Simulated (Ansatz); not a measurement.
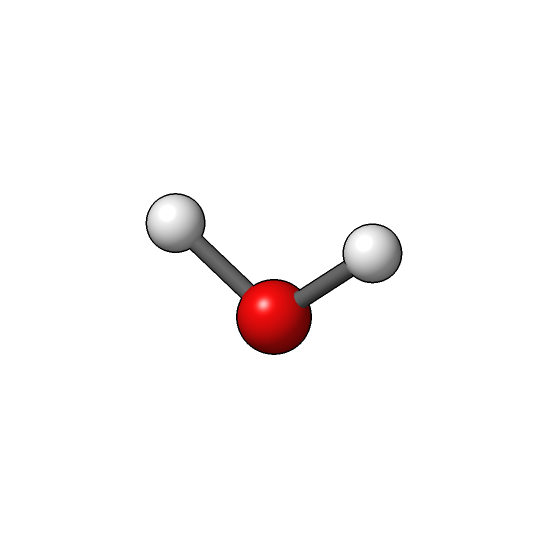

Rendered structure (ball-and-stick style). Colours: hydrogen white, oxygen red.

The computed structure is the end point of a PBE0-D4/def2-TZVP optimisation.

Question: Count the atoms of each element.

Answer: H₂O, 3 atoms: 2 hydrogen and 1 oxygen.

Question: What is the point group of this geometry?

Answer: C2v.

Question: How many bonds of each kind are drawn?

Answer: 2 O–H. Sticks follow a distance rule.

The parts below concern this one geometry. Atoms keep their numbers from picture to picture.

## Vibrations

Harmonic vibrations computed with RKS PBE0-D4/def2-TZVP (Ansatz 0.2.0) at a stationary point of the same level.

Question: How many vibrational modes are there, and where do they lie?

Answer: 3 modes: 1623, 3852, 3959 cm⁻¹.

## Charges

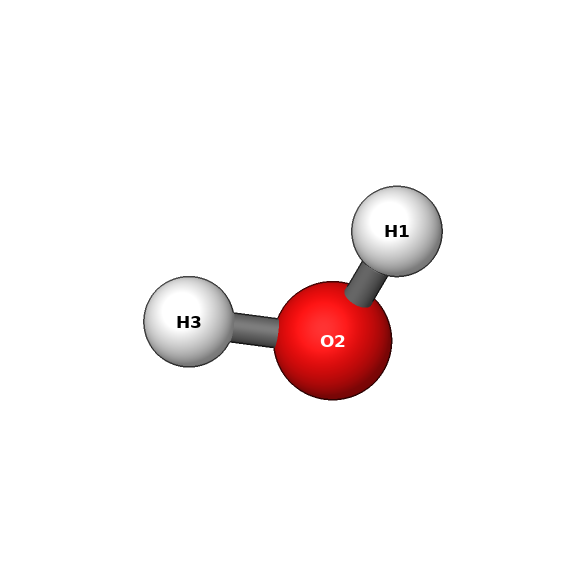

The questions are on Mulliken charges. Properties computed with RKS PBE0-D4/def2-TZVP (Ansatz 0.2.0).

Give the Mulliken charges atom by atom.

```
atom  value (e)
  H1       0.32
  O2      −0.65
  H3       0.32
```

## Dipole moment

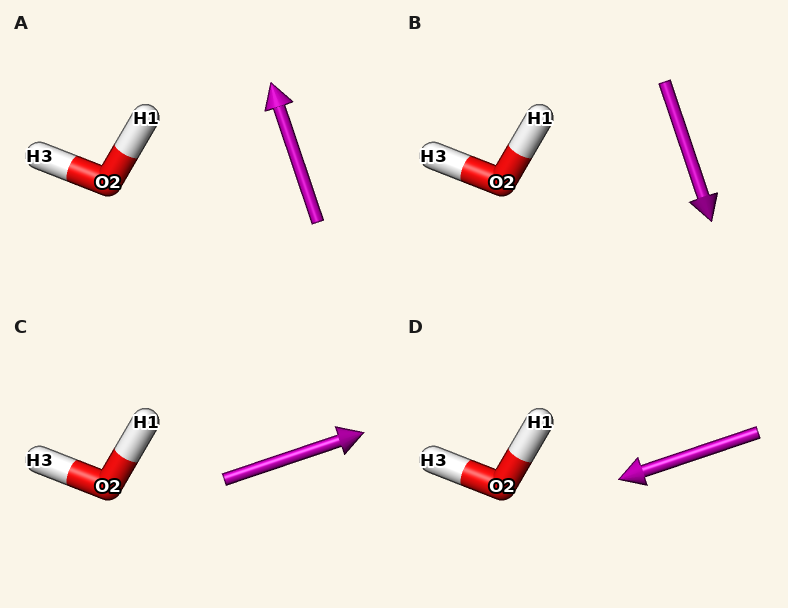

The same molecule four times, each with an arrow. Method: RKS PBE0-D4/def2-TZVP (Ansatz 0.2.0).

Question: Which arrow points along the dipole moment, from the negative to the positive end?

Answer: A. The dipole moment is 2.07 D; it points from the side of O2 to the side of H1, H3 (the outermost atoms at the two ends).

## Electronic properties

Properties computed with RKS PBE0-D4/def2-TZVPP (Ansatz 0.2.0).

Computed properties:

- HOMO energy (Kohn–Sham orbital): −8.90 eV
- LUMO energy (Kohn–Sham orbital): 0.85 eV
- HOMO–LUMO gap: 9.75 eV

Mulliken values depend strongly on the basis set and can even reverse the polarity of a bond.
